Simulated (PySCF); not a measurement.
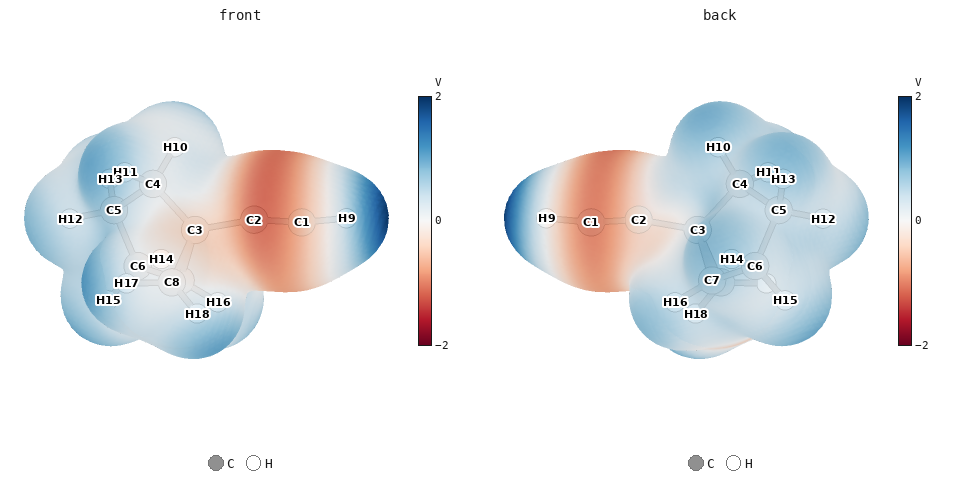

Figure 1: C8H10. The molecular electrostatic potential painted on the density surface at 0.004 e/bohr³, seen from the front and from behind; red is negative and blue positive.

Geometry: GFN2-xTB, MD frame at 250 fs, 300 K.

Theory: PySCF 2.14.0, PBE0/pcSseg-1, SCF density, gas phase, non-relativistic.

| atom | x (Å) | y (Å) | z (Å) |
| --- | --- | --- | --- |
| C | 2.8164 | 1.0455 | 0.2259 |
| C | 1.6891 | 0.7310 | 0.0400 |
| C | 0.4264 | 0.0543 | 0.0731 |
| C | -0.8926 | 0.7570 | -0.0688 |
| C | -1.7358 | -0.2078 | -1.0512 |
| C | -0.8753 | -1.3288 | -1.6081 |
| C | 0.3415 | -1.2568 | -0.7550 |
| C | 0.3911 | -1.2402 | 0.7629 |
| H | 3.8012 | 1.4759 | 0.2078 |
| H | -0.7597 | 1.6969 | -0.6574 |
| H | -1.4851 | 0.8735 | 0.7923 |
| H | -2.6084 | -0.6985 | -0.6008 |
| H | -2.1896 | 0.3944 | -1.8593 |
| H | -0.5459 | -1.0755 | -2.6003 |
| H | -1.3010 | -2.3254 | -1.6019 |
| H | 1.2773 | -1.5005 | -1.2022 |
| H | -0.5540 | -1.5651 | 1.2736 |
| H | 1.2615 | -1.7129 | 1.1821 |

> Which sites attract a positive test charge, and which a negative one?

A positive charge is drawn to the negative regions and a negative charge to the positive ones. The most negative region (about −1.1 V) lies over C1 and C2, the most positive (about +1.9 V) over H9.
